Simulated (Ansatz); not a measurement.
# AlClOF (SMILES [O][Al]([F])[Cl]): UHF/STO-3G

Aim: the vertical doublet–quartet gap of AlClOF at UHF/STO-3G, from 2 runs. 

Program for the calculation: Ansatz 0.2.0.

70 further runs of the same task are left out: 2 that didn't finish, 68 set aside as unsound or not needed. Runs told in other sessions of the task aren't counted.

## Step 1: The molecule

The species is AlClOF (4 atoms), meant as a doublet with charge 0. SMILES: `[O][Al]([F])[Cl]`. The shape is that of a PBE0-D4/def2-TZVP optimisation.

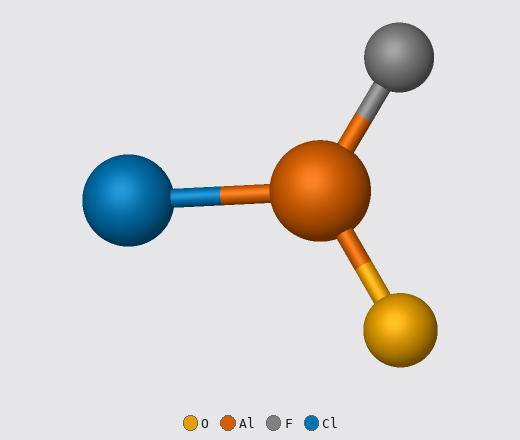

Viewed from a chosen angle; oxygen amber, aluminium orange, fluorine grey, chlorine blue.

## Step 2: A single-point energy at UHF/STO-3G

The input, in.yaml:

```yaml
crystal:
  periodic: [false, false, false]
  atoms:
    - {symbol: O, position_ang: [0.993300, 0.591700, 1.294800]}
    - {symbol: Al, position_ang: [0.061900, -0.095200, 0.016700]}
    - {symbol: F, position_ang: [0.278100, -1.671200, -0.348900]}
    - {symbol: Cl, position_ang: [-1.277700, 1.114400, -0.982900]}
basis:
  gaussian:
    orbitals: STO-3G
total_charge: 0
magnetization:
  spin_polarized: true
  initial_magnetization: 1
hamiltonian:
  xc: hf
accuracy: high
output: {orbitals: {seedname: orbitals}}
```

Command:

```sh
$ ansatz run in.yaml --threads 1 --pin off --max-ram 3480MiB --events-out events.jsonl --progress --plain --runs-dir runs
```

What it wrote:

```text
Warning: RAYON_NUM_THREADS=1 ignored (pool sized by the plan → 1); use --threads N
Functional definition: HF
  name "HF"
  exchange = exact_x
  correlation = 0
525 factors; integrals over basis functions are off by at most 2.7e-8 eV
mean field evaluation 1: about -23552.1074 eV, gradient 1.8e1 eV
mean field evaluation 2: about -23552.1322 eV, gradient 1.8e1 eV
mean field evaluation 4: about -23554.7732 eV, gradient 7.3e-1 eV
mean field evaluation 8: about -23554.7818 eV, gradient 1.8e-2 eV
mean field evaluation 16: about -23554.4440 eV, gradient 2.3e0 eV
mean field evaluation 32: about -23554.6937 eV, gradient 2.4e-1 eV
mean field -23554.78183943 eV, -865.6222665947 hartree, gradient 1.5e-8 eV, S^2 0.756717; 2 other end points of the search recorded, 0 dependent functions left out
reference -23554.78183943 eV, -865.6222665947 hartree; 24, 23 occupied and 4, 5 virtual orbitals, 525 factors
Total energy: -23554.78183943 eV, -865.6222665947 hartree
```

Wall time 0.5 s (1 thread of Arm Neoverse V1, shared host).

## Step 3: The quartet, same level

The input, input.yaml:

```yaml
crystal:
  periodic: [false, false, false]
  atoms:
    - {symbol: O, position_ang: [0.993300, 0.591700, 1.294800]}
    - {symbol: Al, position_ang: [0.061900, -0.095200, 0.016700]}
    - {symbol: F, position_ang: [0.278100, -1.671200, -0.348900]}
    - {symbol: Cl, position_ang: [-1.277700, 1.114400, -0.982900]}
basis:
  gaussian:
    orbitals: STO-3G
magnetization:
  spin_polarized: true
  initial_magnetization: 3
hamiltonian:
  xc: hf
accuracy: high
output: {orbitals: {seedname: orbitals}}
```

Command:

```sh
$ ansatz run input.yaml --threads 1 --pin off --max-ram 3480MiB --events-out events.jsonl --progress --plain --runs-dir runs
```

What it wrote:

```text
Warning: RAYON_NUM_THREADS=1 ignored (pool sized by the plan → 1); use --threads N
Functional definition: HF
  name "HF"
  exchange = exact_x
  correlation = 0
525 factors; integrals over basis functions are off by at most 2.7e-8 eV
mean field evaluation 1: about -23544.7050 eV, gradient 1.7e1 eV
mean field evaluation 2: about -23544.7995 eV, gradient 1.7e1 eV
mean field evaluation 4: about -23547.9514 eV, gradient 1.7e0 eV
mean field evaluation 8: about -23548.0199 eV, gradient 3.5e-2 eV
mean field evaluation 16: about -23545.8391 eV, gradient 1.0e1 eV
mean field evaluation 32: about -23547.6842 eV, gradient 7.4e-1 eV
mean field evaluation 64: about -23546.6461 eV, gradient 3.8e0 eV
mean field evaluation 96: about -23548.0160 eV, gradient 1.6e-1 eV
mean field evaluation 128: about -23547.4353 eV, gradient 1.3e0 eV
mean field evaluation 160: about -23547.8903 eV, gradient 8.2e-1 eV
mean field evaluation 192: about -23546.5720 eV, gradient 6.1e-1 eV
mean field evaluation 224: about -23547.6204 eV, gradient 5.0e0 eV
mean field evaluation 256: about -23548.0199 eV, gradient 1.0e-6 eV
mean field -23548.01990360 eV, -865.3737700363 hartree, gradient 2.3e-8 eV, S^2 3.760414; 3 other end points of the search recorded, 0 dependent functions left out
reference -23548.01990360 eV, -865.3737700363 hartree; 25, 22 occupied and 3, 6 virtual orbitals, 525 factors
Total energy: -23548.01990360 eV, -865.3737700363 hartree
```

Wall time 0.97 s (1 thread of Arm Neoverse V1, shared host).

## Step 4: Outcome

Level: UHF/STO-3G.

| quantity | value |
| --- | --- |
| doublet: total energy | -865.62227 Eh |
| doublet: HOMO energy (highest over α and β) | -9.47 eV |
| doublet: LUMO energy (lowest over α and β) | 8.56 eV |
| doublet: ⟨S²⟩ | 0.757 |
| quartet: total energy | -865.37377 Eh |
| quartet: HOMO energy (highest over α and β) | -0.62 eV |
| quartet: LUMO energy (lowest over α and β) | 3.74 eV |
| quartet: ⟨S²⟩ | 3.760 |
| vertical energy of the quartet above the doublet | 6.762 eV |

What this shows: At this shape the quartet lies 6.76 eV (156 kcal/mol) above the doublet. In a minimal basis such a difference can be off by several eV, whatever the method.
